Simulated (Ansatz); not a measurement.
## Nb2Sn2O7 (Fd-3m): a many-body input that goes wrong, and its mend

Aim: the G0W0 gap of Nb2Sn2O7 (Fd-3m). The first input has a fault.

Main program and level: Ansatz 0.2.0; G0W0 on LDA, plane waves, PAW.

## Step 1: The structure

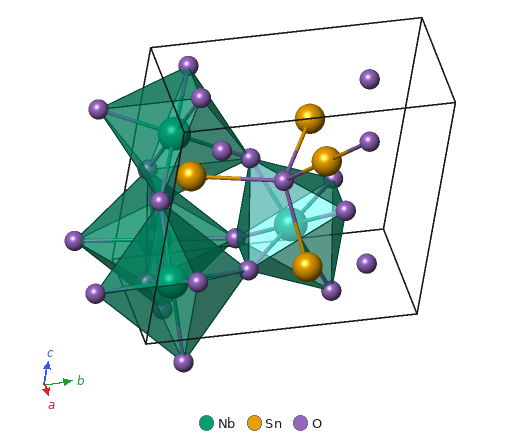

The cell as given, slightly off an axis (niobium teal, tin orange, oxygen purple). Bonds to atoms that aren't drawn are left out. Some periodic images of atoms are drawn too.

The cell and positions are those that the Materials Project relaxed with its own functionals (PBE, PBE+U or r2SCAN), kept fixed. The default PAW set here is soft_2. Its files were made with PBE.

## Step 2: First try

File input.yaml:

```yaml
crystal:
  lattice:
    - [0.0, 5.380295, 5.380295]
    - [5.380295, 0.0, 5.380295]
    - [5.380295, 5.380295, 0.0]
  atoms:
    - { symbol: Nb, position: [0.125, 0.125, 0.125] }
    - { symbol: Nb, position: [0.625, 0.125, 0.125] }
    - { symbol: Nb, position: [0.125, 0.125, 0.625] }
    - { symbol: Nb, position: [0.125, 0.625, 0.125] }
    - { symbol: Sn, position: [0.625, 0.625, 0.125] }
    - { symbol: Sn, position: [0.625, 0.625, 0.625] }
    - { symbol: Sn, position: [0.125, 0.625, 0.625] }
    - { symbol: Sn, position: [0.625, 0.125, 0.625] }
    - { symbol: O, position: [0.061003, 0.438997, 0.061003] }
    - { symbol: O, position: [0.061003, 0.061003, 0.438997] }
    - { symbol: O, position: [0.811003, 0.188997, 0.811003] }
    - { symbol: O, position: [0.061003, 0.438997, 0.438997] }
    - { symbol: O, position: [0.188997, 0.811003, 0.188997] }
    - { symbol: O, position: [0.438997, 0.061003, 0.061003] }
    - { symbol: O, position: [0.188997, 0.188997, 0.811003] }
    - { symbol: O, position: [0.188997, 0.811003, 0.811003] }
    - { symbol: O, position: [0.75, 0.75, 0.75] }
    - { symbol: O, position: [0.811003, 0.188997, 0.188997] }
    - { symbol: O, position: [0.438997, 0.438997, 0.061003] }
    - { symbol: O, position: [0.811003, 0.811003, 0.188997] }
    - { symbol: O, position: [0.5, 0.5, 0.5] }
    - { symbol: O, position: [0.438997, 0.061003, 0.438997] }
kpoints:
  mp_grid: { grid: [2, 2, 2] }
hamiltonian:
  xc: lda
scf:
  occupations: { method: fixed }
gw:
  n_empty_bands: 506
  ecut_chi: 10
  qp_bands: [v4, c4]
  qp_kpoints: band_edges
  screening: { model: contour_deformation }
```

Run with:

```bash
> ansatz run input.yaml --threads 24 --pin off --max-ram 82944MiB --backend cuda --events-out ev --progress --plain --runs-dir out --devices 1 --max-vram 78GiB
```

Numbers of over 12 decimals in the logs are rounded to 6 here.

The log of the run:

```text
GPUs: using 1 of 1 available (devices: 1).
Engine: ansatz 0.2.0, aarch64-unknown-linux-gnu
Pseudopotentials: kind: paw
Pseudopotential: Nb, paw, valence charge 13, recommended cutoff 420 eV (normal), Nb.paw.azcp
Pseudopotential: Sn, paw, valence charge 14, recommended cutoff 420 eV (normal), Sn.paw.azcp
Pseudopotential: O, paw, valence charge 6, recommended cutoff 420 eV (normal), O.paw.azcp
Functional definition: SPW92
  exchange = slater_x
  correlation = pw_c
[...]
Crystal: 22 atoms, lattice volume = 311.493 Å³
Basis set: ecut = 420 eV, 6081 PW (Γ)
Bands: 118, of which v1, the nominal top of the filled ones, is band 96 counted from 1 (95 counted from 0)
Symmetry: 48 space group operations
Space group: Fd-3m (ITA 227), of the structure as read, at distance tolerance 6.8e-5 Å
k-points: 3 of 8
Non-local potential: Nb, projectors of the file, l = 0: 3, l = 1: 2, l = 2: 2, l = 3: 1
Non-local potential: Sn, projectors of the file, l = 0: 2, l = 1: 2, l = 2: 2, l = 3: 2
Non-local potential: O, projectors of the file, l = 0: 2, l = 1: 2, l = 2: 1
PAW form: soft (Blöchl's): semilocal exchange-correlation on the pseudo side does not see the compensation charge
PAW frozen core: Nb, regenerated for the run's functional, and the local potential with it (the file was generated under x = pbe(κ = 0.804, μ = 0.219515), c = pbe(β = 0.066725))
PAW frozen core: Sn, regenerated for the run's functional, and the local potential with it (the file was generated under x = pbe(κ = 0.804, μ = 0.219515), c = pbe(β = 0.066725))
PAW frozen core: O, regenerated for the run's functional, and the local potential with it (the file was generated under x = pbe(κ = 0.804, μ = 0.219515), c = pbe(β = 0.066725))
PAW one-centre angular grid: Nb, 590 points (default); XC on 64 Gauss nodes
PAW one-centre angular grid: Sn, 590 points (default); XC on 64 Gauss nodes
PAW one-centre angular grid: O, 110 points (default); XC on 64 Gauss nodes
Initial density: superposition of atomic densities (neutral atoms: chi_scale 0, normalization atom), corrected by the library's trained network
Initial wavefunctions: pseudopotential atomic-orbital guess
[...]
Functional: x = slater, c = lda
SCF iter   1: F=—  HF=-49073.054512 eV  |F-HF|=—  |Δ(HF+E_count)|=         —  Δρ=1.65e-2  dr2=8.18e-1  ethr=1.77e-3  ⟨swp⟩=4.7  Hψ=1103  notcnv=0  defer=53
preconditioner: auto → Resta (q_TF=auto, 2.517 Å⁻¹)  ε∞=4.9  [insulator: Δε(μ)=1.082 eV  Ē_g=13.402 eV  n_scr=64 (ndim 8)  ℏωp=26.6 eV  f_vac=0.037  ε∞_Penn≈4.9]
SCF iter   2: F=—  HF=-49072.869408 eV  |F-HF|=—  |Δ(HF+E_count)|=   1.85e-1  Δρ=6.65e-3  dr2=1.70e-1  ethr=4.26e-4  ⟨swp⟩=2.0  Hψ=562  notcnv=0  defer=59
SCF iter   3: F=—  HF=-49072.836978 eV  |F-HF|=—  |Δ(HF+E_count)|=   3.24e-2  Δρ=2.91e-3  dr2=3.44e-2  ethr=8.87e-5  ⟨swp⟩=2.0  Hψ=448  notcnv=0  defer=59
SCF iter   4: F=—  HF=-49072.827302 eV  |F-HF|=—  |Δ(HF+E_count)|=   9.68e-3  Δρ=1.19e-3  dr2=7.91e-3  ethr=1.79e-5  ⟨swp⟩=2.0  Hψ=432  notcnv=0  defer=60
SCF iter   5: F=—  HF=-49072.825244 eV  |F-HF|=—  |Δ(HF+E_count)|=   2.06e-3  Δρ=8.97e-4  dr2=2.22e-3  ethr=4.12e-6  ⟨swp⟩=2.0  Hψ=455  notcnv=0  defer=57
SCF iter   6: F=—  HF=-49072.824772 eV  |F-HF|=—  |Δ(HF+E_count)|=   4.72e-4  Δρ=1.51e-4  dr2=6.85e-5  ethr=1.16e-6  ⟨swp⟩=2.0  Hψ=451  notcnv=0  defer=50
SCF iter   7: F=—  HF=-49072.824777 eV  |F-HF|=—  |Δ(HF+E_count)|=   4.89e-6  Δρ=2.67e-5  dr2=2.23e-6  ethr=3.57e-8  ⟨swp⟩=2.0  Hψ=455  notcnv=0  defer=47
SCF iter   8: F=—  HF=-49072.824777 eV  |F-HF|=—  |Δ(HF+E_count)|=   6.20e-7  Δρ=6.81e-6  dr2=1.43e-7  ethr=1.16e-9  ⟨swp⟩=2.0  Hψ=547  notcnv=0  defer=47
SCF iter   9: F=-49072.824777 eV  HF=-49072.824777 eV  |F-HF|=1.13e-9  |Δ(HF+E_count)|=   4.69e-8  Δρ=1.80e-6  dr2=1.13e-8  ethr=5.21e-11  ⟨swp⟩=10.3  Hψ=1295  notcnv=0
SCF 1 converged in 9 iterations: F = -49072.824777 eV  dr2 = 1.13e-8
[...]
NSCF: frozen V_eff on 3 k-points
[...]
SCF converged after 9 iterations
[...]
k-point 2: bands = ["-47.0132", "-47.0132", "-47.0089", "-47.0089", "-23.2685", "-23.2685", "-23.1968", "-23.1968", "-23.1912", "-23.1912", "-23.1894", "-23.1894", "-23.1836", "-23.1836", "-23.1049", "-23.1049", "-11.4532", "-11.4532", "-11.4516", "-11.4516", "-11.4453", "-11.4453", "-11.4403", "-11.4403", "-11.4337", "-11.4337", "-11.3449", "-11.3449", "-11.3358", "-11.3358", "-11.3240", "-11.3240", "-11.3197", "- [...]
--- G₀W₀: contour deformation, 7 samples at zero and on the imaginary axis and 1 off it, 8 q-points, 506 empty bands' worth ---
  eigenvalues of the whole cell's RPA ε∞ on this k-mesh (on a slab, of 1 + 4πα/V) = 15.4928, 15.4928, 15.4928; static W/v taken at q = 0 is 0.064546
  gw.qp_kpoints: band_edges: 3 of 3 stored k-points solved, in 1 pass; an edge of the gap read off the rows below is read off those points alone
  `?` marks the rows in doubt; gw_qp.tsv's column doubts and the gw_qp event give each row's grounds
    ik  band        ε_KS         Σx   Σc(E_QP)       V_xc       Z   E_QP_lin       E_QP  E_QP is
     0    93      6.8826   -25.9933     4.0827   -21.2032  0.7646     6.1361     6.1752  root
     0    94      9.1692   -21.9477     2.7062   -19.3245  0.7654     9.2519     9.2522  root
     0    95      9.1692   -21.9477     2.7062   -19.3245  0.7654     9.2519     9.2522  root
     0    96      9.1692   -21.9477     2.7062   -19.3245  0.7654     9.2519     9.2522  root
     0    97     10.2520   -14.0333    -4.0996   -20.1552  0.7617    12.2204    12.2744  root
     0    98     10.2520   -14.0333    -4.0996   -20.1552  0.7617    12.2204    12.2744  root
     0    99     10.5377   -14.0016    -4.2925   -20.4339  0.7547    12.5662    12.6776  root ?
     0   100     10.5377   -14.0016    -4.2925   -20.4339  0.7547    12.5662    12.6776  root ?
     1    93      7.8804   -22.0806     2.8362   -19.2950  0.7734     7.9309     7.9309  root
     1    94      8.3682   -20.9839     2.7428   -18.4051  0.7574     8.5314     8.5322  root
     1    95      9.3724   -21.7753     2.4345   -19.5699  0.7721     9.5996     9.6014  root
     1    96      9.3724   -21.7753     2.4345   -19.5699  0.7721     9.5996     9.6014  root
     1    97     10.4680   -13.7273    -4.0718   -19.7054  0.7570    12.3075    12.3744  root
     1    98     10.4680   -13.7273    -4.0718   -19.7054  0.7570    12.3075    12.3744  root
     1    99     10.4804   -13.4370    -4.1538   -19.5577  0.7566    12.3802    12.4473  root
     1   100     10.6167   -13.4820    -4.3442   -19.9492  0.7521    12.6279    12.7397  root ?
     2    93      8.1636   -21.3089     2.6086   -18.8857  0.7638     8.3483     8.3490  root
     2    94      8.1636   -21.3089     2.6086   -18.8857  0.7638     8.3483     8.3490  root
     2    95      9.3176   -21.1448     2.2857   -19.2176  0.7716     9.6720     9.6762  root
     2    96      9.3176   -21.1448     2.2857   -19.2176  0.7716     9.6720     9.6762  root
     2    97     10.4235   -13.1460    -4.1481   -19.2317  0.7585    12.3124    12.3610  root
     2    98     10.4235   -13.1460    -4.1481   -19.2317  0.7585    12.3124    12.3610  root
     2    99     10.6684   -13.7328    -4.2140   -19.9274  0.7500    12.5540    12.6491  root
     2   100     10.6684   -13.7328    -4.2140   -19.9274  0.7500    12.5540    12.6491  root
```

Elapsed: 3.3 s, on 1 × NVIDIA GB200 (shared by 2 runs) with 24 threads of Arm Neoverse V2, shared host; peak memory 1.5 GiB; 9.4 s of CPU time.

The column dr2 measures how far the density is from self-consistency, as an energy; F and HF (Harris–Foulkes) agree once it is small.

**Diagnosis.**

The run ended normally, though the input holds a fault or crude settings.

The fault: screening cutoff of 10 eV. Nearly all local fields and short-range correlation are left out.

It printed a gap of 2.60 eV, which is an artefact of the settings.

## Step 3: A better input

G0W0 replaces the xc potential by the self-energy, built once from these orbitals. Only a window of levels is corrected, while the sums run over the empty bands that the input names.

Edit input.yaml of step 2 so:

```diff
@@ -35,4 +35,4 @@
 gw:
-  n_empty_bands: 506
-  ecut_chi: 10
+  n_empty_bands: 432
+  ecut_chi: 72
   qp_bands: [v4, c4]
```

The log of the run:

```text
GPUs: using 1 of 1 available (devices: 1).
[...]
Crystal: 22 atoms, lattice volume = 311.493 Å³
Basis set: ecut = 420 eV, 6081 PW (Γ)
Bands: 118, of which v1, the nominal top of the filled ones, is band 96 counted from 1 (95 counted from 0)
[... 1 set-up line as in the run before ...]
[...]
k-points: 3 of 8
[...]
SCF iter   1: F=—  HF=-49073.054512 eV  |F-HF|=—  |Δ(HF+E_count)|=         —  Δρ=1.65e-2  dr2=8.18e-1  ethr=1.77e-3  ⟨swp⟩=4.7  Hψ=1103  notcnv=0  defer=53
[...]
SCF iter   9: F=-49072.824777 eV  HF=-49072.824777 eV  |F-HF|=1.13e-9  |Δ(HF+E_count)|=   4.69e-8  Δρ=1.80e-6  dr2=1.13e-8  ethr=5.21e-11  ⟨swp⟩=10.3  Hψ=1295  notcnv=0
SCF 1 converged in 9 iterations: F = -49072.824777 eV  dr2 = 1.13e-8
[...]
NSCF: frozen V_eff on 3 k-points
[...]
SCF converged after 9 iterations
[...]
1    96      9.3724   -21.7753     2.5416   -19.5699  0.7109     9.7046     9.7085  root
     1    97     10.4680   -13.7273    -5.0077   -19.7054  0.7075    11.5641    11.4384  root ?
     1    98     10.4680   -13.7273    -5.0077   -19.7054  0.7075    11.5641    11.4384  root ?
     1    99     10.4804   -13.4370    -5.1497   -19.5577  0.7071    11.5776    11.4514  root ?
     1   100     10.6167   -13.4820    -5.4717   -19.9492  0.7050    11.7612    11.6122  root ?
     2    93      8.1636   -21.3089     2.6802   -18.8857  0.7034     8.4185     8.4206  root
     2    94      8.1636   -21.3089     2.6802   -18.8857  0.7034     8.4185     8.4206  root
     2    95      9.3176   -21.1448     2.2750   -19.2176  0.7129     9.6614     9.6655  root
     2    96      9.3176   -21.1448     2.2750   -19.2176  0.7129     9.6614     9.6655  root
     2    97     10.4235   -13.1460    -5.1217   -19.2317  0.7109    11.5061    11.3874  root ?
     2    98     10.4235   -13.1460    -5.1217   -19.2317  0.7109    11.5061    11.3874  root ?
     2    99     10.6684   -13.7328    -5.2159   -19.9274  0.7005    11.7712    11.6471  root ?
     2   100     10.6684   -13.7328    -5.2159   -19.9274  0.7005    11.7712    11.6471  root ?
```

Elapsed: 2.8 s, on 1 × NVIDIA GB200 (shared by 2 runs) with 24 threads; peak memory 1.7 GiB; 7.2 s of CPU time.

This step gave:

```yaml
bands_summed: 528
rpa_eps_infinity_on_this_mesh_eigenvalues: 14.51, 14.51, 14.51
plane_waves_in_the_screening_matrix: 411
q_points_in_the_mesh: 8
g0w0_gap_on_the_mesh: 1.538 eV
k_of_the_valence_top: 0, 0, -0.5
k_of_the_conduction_bottom: 0, 0, 0
starting_gap_on_the_mesh: 0.8796 eV
z_at_the_valence_top: 0.7109
z_at_the_conduction_bottom: 0.7127
least_direct_g0w0_gap_on_the_computed_points: 1.722 eV
```

The gap on the mesh goes from 0.88 eV to 1.54 eV, a correction of +0.66 eV. The program marks an edge row as in doubt. Between the two edge states, bare exchange in place of the xc potential would open the gap by 8.33 eV, and correlation takes back 7.67 eV.

## Step 4: What came out

| Quantity | Value |
| --- | --- |
| first try | converged after 3.3 s |
| better run | G0W0 gap on the mesh 1.54 eV (2×2×2 mesh, 432 empty bands, screening to 72 eV) |

The second run differs in: empty bands and screening cutoff (eV). Bands and cutoff are finite, so the gap is not at the basis limit. The miss can reach some tenths of an eV and take either sign; the mesh is an error of its own. The 2×2×2 mesh is coarse for this cell (its supercell is 15 Å along the shortest edge). The RPA ε∞ on it, from the LDA start, is 14.51; such meshes misread the long-range screening, most where the gap is narrow. The many-body steps are scalar-relativistic: spin-orbit coupling is not in them. The program marks a band-edge row as in doubt, so the gap is less sure than its digits.

[Paths, hosts, dates, memory and timing lines, banners, echoed tables and standing remarks are left out of the program output.]

[Logs are printed without paths, hosts, clocks, repeated set-up lines and the standing remarks that a program may print on its own settings, such as how far it seeks lower states.]

[Runs of the session that timed out or met a known fault of the program may be left out.]

[Cells called generated may have been cut or substituted from an entry of the Crystallography Open Database or the Materials Project.]

[Hosts, paths, dates, database ids (printed as entryN), source tags and the programs' standing remarks are cut or masked in the printed files.]
